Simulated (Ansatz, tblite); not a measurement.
# The cluster SnF2: a ladder of methods and basis sets

How do method and basis change the picture of the cluster SnF2 (singlet)?

Method: as each input shows; program: Ansatz 0.2.0, Gaussian basis.

Levels to be run: GFN1-xTB, GFN2-xTB, PBE-D4/def2-TZVP, r2SCAN-D4/def2-TZVP, B3LYP-D4/def2-TZVP, revPBE-D4/def2-TZVP, ωB97M-V/def2-TZVP, B2PLYP/def2-TZVP, CAM-B3LYP-D4/def2-TZVP, PBE-D4/def2-SVP, PBE0-D4/def2-SVP, PBE0-D4/def2-TZVPD, PBE-D4/def2-TZVPD, r2SCAN-D4/def2-TZVPD, CCSD(T)/def2-TZVPP, MP2/def2-TZVP, RPA/def2-TZVP, CCSD(T)/def2-TZVPD.

## (1) The structure

The singlet was relaxed beforehand with PBE-D4/def2-TZVP. At that level it is the lowest of the isomers that a small search found.

3 atoms, charge 0, spin multiplicity 1.

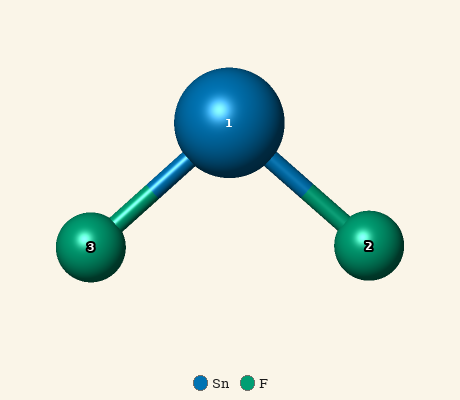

The structure; tin blue, fluorine teal; atoms are numbered from 1 in the order of the file.

Sn takes a core potential in the def2 sets. No spin-orbit coupling is included.

PBE0-D4/def2-TZVP was run before; its log isn't repeated, and its numbers join the tables.

## (2) GFN1-xTB

Tight binding, by tblite at 300 K electronic temperature and without a spin-polarisation term:

```python
tblite.interface.Calculator('GFN1-xTB', numbers, positions, charge=0, uhf=0).singlepoint()
```

Energy -349.7733 eV, HOMO -12.82 eV, LUMO -7.88 eV; 0.002 s.

## (3) GFN2-xTB

Tight binding, by tblite at 300 K electronic temperature and without a spin-polarisation term:

```python
tblite.interface.Calculator('GFN2-xTB', numbers, positions, charge=0, uhf=0).singlepoint()
```

Energy -318.2512 eV, HOMO -12.37 eV, LUMO -7.36 eV; 0.002 s.

## (4) PBE-D4/def2-TZVP

start.molden holds the orbitals of an earlier run on this state, given as this run's starting guess.

File in.yaml:

```yaml
crystal:
  periodic: [false, false, false]
  atoms:
    - {symbol: Sn, position_ang: [0.227622, 0.833105, -0.093687]}
    - {symbol: F, position_ang: [1.270282, -0.823724, -0.211095]}
    - {symbol: F, position_ang: [-1.497904, -0.009390, 0.304782]}
basis:
  gaussian: {orbitals: def2-TZVP, initial_orbitals: start.molden}
hamiltonian: {xc: pbe, dispersion: d4}
scf: {omitted_lower_state_checks: [starts]}
output: {forces: true, orbitals: {seedname: orbitals}}
```

Launch:

```console
> ansatz run in.yaml --threads 4 --pin off --events-out ev --progress --plain --max-ram 3916MiB
```

The program printed:

```text
Functional definition: PBE
  name "PBE"
  cite "Perdew, Burke & Ernzerhof, Phys. Rev. Lett. 77, 3865 (1996) doi:10.1103/PhysRevLett.77.3865"
  parent pbe
  parameter kappa = 0.804
  parameter beta = 0.06672455060314922
  exchange = pbe_x(kappa = kappa, mu = beta*pi^2/3)
  correlation = pbe_c(beta = beta)
these checks for a lower state are left out or cut short: starts
700 factors; their error is unknown
mean field evaluation 1: about -11265.0909 eV, gradient 8.5e0 eV
mean field evaluation 2: about -11265.2012 eV, gradient 1.5e-1 eV
mean field evaluation 4: about -11265.1990 eV, gradient 1.6e-4 eV
mean field evaluation 8: about -11265.1990 eV, gradient 1.1e-5 eV
mean field -11265.19895171 eV, -413.9884256491 hartree, gradient 1.1e-5 eV, S^2 0.000000; 0 other end points of the search recorded, 0 dependent functions left out
the calculation of the forces begins
reference -11265.19898986 eV, -413.9884270511 hartree; 20, 20 occupied and 92, 92 virtual orbitals, 700 factors
Total energy: -11265.24213986 eV, -413.9900127847 hartree
Atom 0 at     0.227622     0.833105    -0.093687 Å, force    -0.000033    -0.000122     0.000014 eV/Å
Atom 1 at     1.270282    -0.823724    -0.211095 Å, force     0.000353    -0.000038    -0.000070 eV/Å
Atom 2 at    -1.497904    -0.009390     0.304782 Å, force    -0.000320     0.000160     0.000056 eV/Å
Dipole moment:     0.199700     0.730915    -0.082195 e Å
Checks for a lower state left out: starts
```

Run time: 0.7 s. Hardware: 4 threads of Arm Neoverse V1, shared host.

From the report: HOMO -7.51 eV, LUMO -3.53 eV.

## (5) r2SCAN-D4/def2-TZVP

Changes to in.yaml since step 4:

```diff
@@ -8,4 +8,4 @@
   gaussian: {orbitals: def2-TZVP, initial_orbitals: start.molden}
-hamiltonian: {xc: pbe, dispersion: d4}
+hamiltonian: {xc: r2scan, dispersion: d4}
 scf: {omitted_lower_state_checks: [starts]}
-output: {forces: true, orbitals: {seedname: orbitals}}
+output: {orbitals: {seedname: orbitals}}
```

Launched as before.

The program printed:

```text
Functional definition: r2SCAN
  name "r2SCAN"
  cite "Furness, Kaplan, Ning, Perdew & Sun, J. Phys. Chem. Lett. 11, 8208 (2020) doi:10.1021/acs.jpclett.0c02405"
  cite "Furness, Kaplan, Ning, Perdew & Sun, J. Phys. Chem. Lett. 11, 9248 (2020) doi:10.1021/acs.jpclett.0c03077"
  parent r2scan
  parameter k0 = 0.174
  parameter k1 = 0.065
  parameter a1 = 4.9479
  exchange = r2scan_x(k0 = k0, k1 = k1, a1 = a1)
  correlation = r2scan_c
these checks for a lower state are left out or cut short: starts
700 factors; their error is unknown
mean field evaluation 1: about -11270.1158 eV, gradient 4.9e0 eV
mean field evaluation 2: about -11270.1473 eV, gradient 5.3e-2 eV
mean field evaluation 4: about -11270.1512 eV, gradient 9.4e-5 eV
mean field evaluation 8: about -11270.1512 eV, gradient 8.7e-6 eV
mean field -11270.15121286 eV, -414.1704178897 hartree, gradient 8.7e-6 eV, S^2 0.000000; 0 other end points of the search recorded, 0 dependent functions left out
reference -11270.15122365 eV, -414.1704182861 hartree; 20, 20 occupied and 92, 92 virtual orbitals, 700 factors
Total energy: -11270.16010708 eV, -414.1707447461 hartree
Checks for a lower state left out: starts
```

It took 1.3 s on 4 threads of Arm Neoverse V1, shared host.

From the report: HOMO -7.86 eV, LUMO -3.47 eV.

## (6) B3LYP-D4/def2-TZVP

Changes to in.yaml since step 5:

```diff
@@ -8,3 +8,3 @@
   gaussian: {orbitals: def2-TZVP, initial_orbitals: start.molden}
-hamiltonian: {xc: r2scan, dispersion: d4}
+hamiltonian: {xc: {name: B3LYP}, dispersion: d4}
 scf: {omitted_lower_state_checks: [starts]}
```

The command is unchanged.

The program printed, cut to the lines that bear on the results:

```text
Functional definition: B3LYP
  name "B3LYP"
  cite "Stephens, Devlin, Chabalowski & Frisch, J. Phys. Chem. 98, 11623 (1994) doi:10.1021/j100096a001"
  cite "Becke, Phys. Rev. A 38, 3098 (1988) doi:10.1103/PhysRevA.38.3098"
  cite "Lee, Yang & Parr, Phys. Rev. B 37, 785 (1988) doi:10.1103/PhysRevB.37.785"
  cite "Vosko, Wilk & Nusair, Can. J. Phys. 58, 1200 (1980) doi:10.1139/p80-159"
[...]
744 factors; their error is unknown
[...]
mean field -11272.26409443 eV, -414.2480648553 hartree, gradient 2.0e-5 eV, S^2 0.000000; 0 other end points of the search recorded, 0 dependent functions left out
reference -11272.26428873 eV, -414.2480719956 hartree; 20, 20 occupied and 92, 92 virtual orbitals, 744 factors
Total energy: -11272.33587938 eV, -414.2507029035 hartree
Checks for a lower state left out: starts
```

Wall time 0.8 s (4 threads of Arm Neoverse V1, shared host).

HOMO -8.64 eV, LUMO -3.14 eV.

## (7) revPBE-D4/def2-TZVP

Changes to in.yaml since step 6:

```diff
@@ -8,3 +8,3 @@
   gaussian: {orbitals: def2-TZVP, initial_orbitals: start.molden}
-hamiltonian: {xc: {name: B3LYP}, dispersion: d4}
+hamiltonian: {xc: {name: revPBE}, dispersion: d4}
 scf: {omitted_lower_state_checks: [starts]}
```

Launched as before.

The program printed:

```text
Functional definition: revPBE
  name "revPBE"
  cite "Zhang & Yang, Phys. Rev. Lett. 80, 890 (1998) doi:10.1103/PhysRevLett.80.890"
  cite "Perdew, Burke & Ernzerhof, Phys. Rev. Lett. 77, 3865 (1996) doi:10.1103/PhysRevLett.77.3865"
  parameter kappa = 1.245
  parameter beta = 0.06672455060314922
  exchange = pbe_x(kappa = kappa, mu = beta*pi^2/3)
  correlation = pbe_c(beta = beta)
these checks for a lower state are left out or cut short: starts
700 factors; their error is unknown
mean field evaluation 1: about -11269.6391 eV, gradient 9.2e0 eV
mean field evaluation 2: about -11269.7227 eV, gradient 1.4e-1 eV
mean field evaluation 4: about -11269.7203 eV, gradient 1.8e-4 eV
mean field evaluation 8: about -11269.7203 eV, gradient 1.2e-5 eV
mean field -11269.72034746 eV, -414.1545838784 hartree, gradient 1.2e-5 eV, S^2 0.000000; 0 other end points of the search recorded, 0 dependent functions left out
reference -11269.72039561 eV, -414.1545856478 hartree; 20, 20 occupied and 92, 92 virtual orbitals, 700 factors
Total energy: -11269.84099720 eV, -414.1590176744 hartree
Checks for a lower state left out: starts
```

It took 0.6 s on 4 threads of Arm Neoverse V1, shared host.

Report: HOMO -7.42 eV, LUMO -3.42 eV.

## (8) ωB97M-V/def2-TZVP

Changes to in.yaml since step 7:

```diff
@@ -8,3 +8,3 @@
   gaussian: {orbitals: def2-TZVP, initial_orbitals: start.molden}
-hamiltonian: {xc: {name: revPBE}, dispersion: d4}
+hamiltonian: {xc: {name: wB97M-V}}
 scf: {omitted_lower_state_checks: [starts]}
```

Launched as before.

The program printed, cut to the lines that bear on the results:

```text
Functional definition: wB97M-V
  name "wB97M-V"
  cite "Mardirossian & Head-Gordon, J. Chem. Phys. 144, 214110 (2016) doi:10.1063/1.4952647"
  cite "Becke, J. Chem. Phys. 107, 8554 (1997) doi:10.1063/1.475007"
  cite "Vydrov & Van Voorhis, J. Chem. Phys. 133, 244103 (2010) doi:10.1063/1.3521275"
  # Of w^i u^j: cxij and so on, Table III.
[...]
  gx(w, u) = 1 - cx + cx01*u + cx10*w
  gss(w, u) = css00 + css04*u^4 + css10*w + css20*w^2 + css43*w^4*u^3
  gos(w, u) = cos00 + cos10*w + (cos20 + cos21*u)*w^2 + (cos60 + cos61*u)*w^6
[...]
      + integral(e_c_pw_mod_opposite_spin*gos(b97_w_opposite, b97_u_opposite)) + vv10(b, c)
[...]
744 factors; their error is unknown
141 factors; integrals over basis functions are off by at most 1.8e-5 eV
[...]
mean field -11267.64474916 eV, -414.0783070477 hartree, gradient 1.2e-5 eV, S^2 0.000000; 0 other end points of the search recorded, 0 dependent functions left out
reference -11267.64479248 eV, -414.0783086395 hartree; 20, 20 occupied and 92, 92 virtual orbitals, 744 factors
Total energy: -11267.64479248 eV, -414.0783086395 hartree
Checks for a lower state left out: starts
```

It took 2.4 s on 4 threads of Arm Neoverse V1, shared host.

HOMO -10.98 eV, LUMO -1.07 eV.

## (9) B2PLYP/def2-TZVP

Changes to in.yaml since step 8:

```diff
@@ -8,4 +8,3 @@
   gaussian: {orbitals: def2-TZVP, initial_orbitals: start.molden}
-hamiltonian: {xc: {name: wB97M-V}}
+hamiltonian: {xc: {name: B2PLYP}}
 scf: {omitted_lower_state_checks: [starts]}
-output: {orbitals: {seedname: orbitals}}
```

Launched as before.

The program printed, cut to the lines that bear on the results:

```text
Functional definition: B2PLYP
  name "B2PLYP"
  cite "Grimme, J. Chem. Phys. 124, 034108 (2006) doi:10.1063/1.2148954"
  cite "Becke, Phys. Rev. A 38, 3098 (1988) doi:10.1103/PhysRevA.38.3098"
  cite "Lee, Yang & Parr, Phys. Rev. B 37, 785 (1988) doi:10.1103/PhysRevB.37.785"
[...]
894 factors; integrals over basis functions are off by at most 9.1e-4 eV
[...]
mean field -11254.69049180 eV, -413.6022468705 hartree, gradient 2.4e-6 eV, S^2 0.000000; 0 other end points of the search recorded, 0 dependent functions left out
6 core orbitals not correlated: weight in the atoms' cores, before any rotation towards them, 1.000 or more for the frozen orbitals, at most 0.000 for the correlated occupied ones
reference -11254.69060974 eV, -413.6022512046 hartree; 14, 14 occupied and 92, 92 virtual orbitals, 894 factors
second order -26.35544275 eV of doubles, -0.00000000 eV of singles
Total energy: -11261.80657928 eV, -413.8637582618 hartree
Checks for a lower state left out: starts
```

Run time: 1.4 s. Hardware: 4 threads of Arm Neoverse V1, shared host.

## (10) CAM-B3LYP-D4/def2-TZVP

Changes to in.yaml since step 9:

```diff
@@ -8,3 +8,4 @@
   gaussian: {orbitals: def2-TZVP, initial_orbitals: start.molden}
-hamiltonian: {xc: {name: B2PLYP}}
+hamiltonian: {xc: {name: CAM-B3LYP}, dispersion: d4}
 scf: {omitted_lower_state_checks: [starts]}
+output: {orbitals: {seedname: orbitals}}
```

The command is unchanged.

The program printed, cut to the lines that bear on the results:

```text
Functional definition: CAM-B3LYP
  name "CAM-B3LYP"
  cite "Yanai, Tew & Handy, Chem. Phys. Lett. 393, 51 (2004) doi:10.1016/j.cplett.2004.06.011"
  cite "Iikura, Tsuneda, Yanai & Hirao, J. Chem. Phys. 115, 3540 (2001) doi:10.1063/1.1383587"
  cite "Becke, Phys. Rev. A 38, 3098 (1988) doi:10.1103/PhysRevA.38.3098"
  cite "Lee, Yang & Parr, Phys. Rev. B 37, 785 (1988) doi:10.1103/PhysRevB.37.785"
  cite "Vosko, Wilk & Nusair, Can. J. Phys. 58, 1200 (1980) doi:10.1139/p80-159"
[...]
  # Exact exchange under (alpha + beta erf(omega r))/r, Becke's under what is left of 1/r.
[...]
744 factors; their error is unknown
141 factors; integrals over basis functions are off by at most 5.2e-5 eV
[...]
mean field -11268.63197957 eV, -414.1145870960 hartree, gradient 2.0e-5 eV, S^2 0.000000; 0 other end points of the search recorded, 0 dependent functions left out
reference -11268.63207408 eV, -414.1145905694 hartree; 20, 20 occupied and 92, 92 virtual orbitals, 744 factors
Total energy: -11268.66880465 eV, -414.1159403929 hartree
Checks for a lower state left out: starts
```

It took 0.85 s on 4 threads of Arm Neoverse V1, shared host.

Report: HOMO -10.16 eV, LUMO -1.98 eV.

## (11) PBE-D4/def2-SVP

Changes to in.yaml since step 10:

```diff
@@ -7,4 +7,4 @@
 basis:
-  gaussian: {orbitals: def2-TZVP, initial_orbitals: start.molden}
-hamiltonian: {xc: {name: CAM-B3LYP}, dispersion: d4}
+  gaussian: {orbitals: def2-SVP, initial_orbitals: start.molden}
+hamiltonian: {xc: pbe, dispersion: d4}
 scf: {omitted_lower_state_checks: [starts]}
```

The command is unchanged.

The program printed:

```text
Functional definition: PBE
  name "PBE"
  cite "Perdew, Burke & Ernzerhof, Phys. Rev. Lett. 77, 3865 (1996) doi:10.1103/PhysRevLett.77.3865"
  parent pbe
  parameter kappa = 0.804
  parameter beta = 0.06672455060314922
  exchange = pbe_x(kappa = kappa, mu = beta*pi^2/3)
  correlation = pbe_c(beta = beta)
these checks for a lower state are left out or cut short: starts
587 factors; their error is unknown
mean field evaluation 1: about -11257.3122 eV, gradient 2.6e1 eV
mean field evaluation 2: about -11257.7543 eV, gradient 6.8e-1 eV
mean field evaluation 4: about -11257.7337 eV, gradient 4.2e-2 eV
mean field -11257.73371357 eV, -413.7140832079 hartree, gradient 1.1e-5 eV, S^2 0.000000; 0 other end points of the search recorded, 0 dependent functions left out
reference -11257.73374360 eV, -413.7140843111 hartree; 20, 20 occupied and 34, 34 virtual orbitals, 587 factors
Total energy: -11257.77689360 eV, -413.7156700447 hartree
Checks for a lower state left out: starts
```

Run time: 0.35 s. Hardware: 4 threads of Arm Neoverse V1, shared host.

Report: HOMO -7.18 eV, LUMO -3.31 eV.

## (12) PBE0-D4/def2-SVP

Changes to in.yaml since step 11:

```diff
@@ -8,3 +8,3 @@
   gaussian: {orbitals: def2-SVP, initial_orbitals: start.molden}
-hamiltonian: {xc: pbe, dispersion: d4}
+hamiltonian: {xc: pbe0, dispersion: d4}
 scf: {omitted_lower_state_checks: [starts]}
```

The command is unchanged.

The program printed, cut to the lines that bear on the results:

```text
Functional definition: PBE0
  name "PBE0"
  cite "Adamo & Barone, J. Chem. Phys. 110, 6158 (1999) doi:10.1063/1.478522"
  cite "Perdew, Burke & Ernzerhof, Phys. Rev. Lett. 77, 3865 (1996) doi:10.1103/PhysRevLett.77.3865"
  parent pbe
[...]
594 factors; integrals over basis functions are off by at most 1.9e-4 eV
[...]
mean field -11257.67006679 eV, -413.7117442316 hartree, gradient 2.3e-5 eV, S^2 0.000000; 0 other end points of the search recorded, 0 dependent functions left out
reference -11257.67008909 eV, -413.7117450514 hartree; 20, 20 occupied and 34, 34 virtual orbitals, 594 factors
Total energy: -11257.70595122 eV, -413.7130629601 hartree
Checks for a lower state left out: starts
```

Wall time 0.45 s (4 threads of Arm Neoverse V1, shared host).

Report: HOMO -8.53 eV, LUMO -2.69 eV.

## (13) PBE0-D4/def2-TZVPD

Changes to in.yaml since step 12:

```diff
@@ -7,3 +7,3 @@
 basis:
-  gaussian: {orbitals: def2-SVP, initial_orbitals: start.molden}
+  gaussian: {orbitals: def2-TZVPD, initial_orbitals: start.molden}
 hamiltonian: {xc: pbe0, dispersion: d4}
```

Launched as before.

The program printed:

```text
Functional definition: PBE0
  name "PBE0"
  cite "Adamo & Barone, J. Chem. Phys. 110, 6158 (1999) doi:10.1063/1.478522"
  cite "Perdew, Burke & Ernzerhof, Phys. Rev. Lett. 77, 3865 (1996) doi:10.1103/PhysRevLett.77.3865"
  parent pbe
  parameter a = 0.25
  parameter kappa = 0.804
  parameter beta = 0.06672455060314922
  exchange = (1 - a)*pbe_x(kappa = kappa, mu = beta*pi^2/3) + a*exact_x
  correlation = pbe_c(beta = beta)
these checks for a lower state are left out or cut short: starts
882 factors; their error is unknown
mean field evaluation 1: about -11264.9685 eV, gradient 4.5e0 eV
mean field evaluation 2: about -11265.0448 eV, gradient 1.4e-1 eV
mean field evaluation 4: about -11265.1393 eV, gradient 2.2e-4 eV
mean field evaluation 8: about -11265.1393 eV, gradient 8.4e-6 eV
mean field -11265.13929549 eV, -413.9862333237 hartree, gradient 8.4e-6 eV, S^2 0.000000; 0 other end points of the search recorded, 0 dependent functions left out
reference -11265.13933232 eV, -413.9862346770 hartree; 20, 20 occupied and 116, 116 virtual orbitals, 882 factors
Total energy: -11265.17519444 eV, -413.9875525858 hartree
Checks for a lower state left out: starts
```

Run time: 1 s. Hardware: 4 threads of Arm Neoverse V1, shared host.

Report: HOMO -8.86 eV, LUMO -2.93 eV.

## (14) PBE-D4/def2-TZVPD

Changes to in.yaml since step 13:

```diff
@@ -8,3 +8,3 @@
   gaussian: {orbitals: def2-TZVPD, initial_orbitals: start.molden}
-hamiltonian: {xc: pbe0, dispersion: d4}
+hamiltonian: {xc: pbe, dispersion: d4}
 scf: {omitted_lower_state_checks: [starts]}
```

Launched as before.

The program printed:

```text
Functional definition: PBE
  name "PBE"
  cite "Perdew, Burke & Ernzerhof, Phys. Rev. Lett. 77, 3865 (1996) doi:10.1103/PhysRevLett.77.3865"
  parent pbe
  parameter kappa = 0.804
  parameter beta = 0.06672455060314922
  exchange = pbe_x(kappa = kappa, mu = beta*pi^2/3)
  correlation = pbe_c(beta = beta)
these checks for a lower state are left out or cut short: starts
798 factors; their error is unknown
mean field evaluation 1: about -11265.0898 eV, gradient 9.7e0 eV
mean field evaluation 2: about -11265.2938 eV, gradient 3.3e-1 eV
mean field evaluation 4: about -11265.2926 eV, gradient 1.9e-1 eV
mean field evaluation 8: about -11265.2927 eV, gradient 1.1e-5 eV
mean field -11265.29266637 eV, -413.9918695994 hartree, gradient 1.1e-5 eV, S^2 0.000000; 0 other end points of the search recorded, 0 dependent functions left out
reference -11265.29271351 eV, -413.9918713318 hartree; 20, 20 occupied and 116, 116 virtual orbitals, 798 factors
Total energy: -11265.33586352 eV, -413.9934570653 hartree
Checks for a lower state left out: starts
```

It took 0.85 s on 4 threads of Arm Neoverse V1, shared host.

Report: HOMO -7.62 eV, LUMO -3.62 eV.

## (15) r2SCAN-D4/def2-TZVPD

Changes to in.yaml since step 14:

```diff
@@ -8,3 +8,3 @@
   gaussian: {orbitals: def2-TZVPD, initial_orbitals: start.molden}
-hamiltonian: {xc: pbe, dispersion: d4}
+hamiltonian: {xc: r2scan, dispersion: d4}
 scf: {omitted_lower_state_checks: [starts]}
```

The command is unchanged.

The program printed:

```text
Functional definition: r2SCAN
  name "r2SCAN"
  cite "Furness, Kaplan, Ning, Perdew & Sun, J. Phys. Chem. Lett. 11, 8208 (2020) doi:10.1021/acs.jpclett.0c02405"
  cite "Furness, Kaplan, Ning, Perdew & Sun, J. Phys. Chem. Lett. 11, 9248 (2020) doi:10.1021/acs.jpclett.0c03077"
  parent r2scan
  parameter k0 = 0.174
  parameter k1 = 0.065
  parameter a1 = 4.9479
  exchange = r2scan_x(k0 = k0, k1 = k1, a1 = a1)
  correlation = r2scan_c
these checks for a lower state are left out or cut short: starts
798 factors; their error is unknown
mean field evaluation 1: about -11270.1147 eV, gradient 6.8e0 eV
mean field evaluation 2: about -11270.2201 eV, gradient 1.8e-1 eV
mean field evaluation 4: about -11270.2251 eV, gradient 3.0e-1 eV
mean field evaluation 8: about -11270.2252 eV, gradient 1.8e-5 eV
mean field -11270.22518706 eV, -414.1731363914 hartree, gradient 1.8e-5 eV, S^2 0.000000; 0 other end points of the search recorded, 0 dependent functions left out
reference -11270.22520378 eV, -414.1731370059 hartree; 20, 20 occupied and 116, 116 virtual orbitals, 798 factors
Total energy: -11270.23408721 eV, -414.1734634659 hartree
Checks for a lower state left out: starts
```

Wall time 1.7 s (4 threads of Arm Neoverse V1, shared host).

HOMO -7.92 eV, LUMO -3.51 eV.

## (16) CCSD(T)/def2-TZVPP

Changes to in.yaml since step 15:

```diff
@@ -7,4 +7,4 @@
 basis:
-  gaussian: {orbitals: def2-TZVPD, initial_orbitals: start.molden}
-hamiltonian: {xc: r2scan, dispersion: d4}
+  gaussian: {orbitals: def2-TZVPP, initial_orbitals: start.molden}
+correlation: {method: ccsd_t}
 scf: {omitted_lower_state_checks: [starts]}
```

Same command.

The program printed, cut to the lines that bear on the results:

```text
Functional definition: HF
  name "HF"
  cite "Fock, Z. Phys. 61, 126 (1930) doi:10.1007/BF01340294"
  parent pbe
[...]
894 factors; integrals over basis functions are off by at most 9.1e-4 eV
[...]
mean field -11222.09877641 eV, -412.4045234213 hartree, gradient 5.5e-6 eV, S^2 0.000000; 0 other end points of the search recorded, 0 dependent functions left out
6 core orbitals not correlated: weight in the atoms' cores, before any rotation towards them, 1.000 or more for the frozen orbitals, at most 0.000 for the correlated occupied ones
reference -11222.09877641 eV, -412.4045234213 hartree; 14, 14 occupied and 92, 92 virtual orbitals, 894 factors
second order -22.02834461 eV of doubles, -0.00000000 eV of singles
cycle   1  -21.08518107 eV  change    9.4e-1 eV  update   1.3e-1
[...]
cycle  11  -21.69616327 eV  change    3.3e-5 eV  update   7.5e-6
perturbative correction -0.65695324 eV, -0.0241425863 hartree
Total energy: -11244.45189292 eV, -413.2259853016 hartree
Checks for a lower state left out: starts
```

Run time: 2.7 s. Hardware: 4 threads of Arm Neoverse V1, shared host.

Report: Hartree-Fock HOMO -11.43 eV, LUMO -0.27 eV; T1 0.017.

(Part 1 of 2 ends here.)
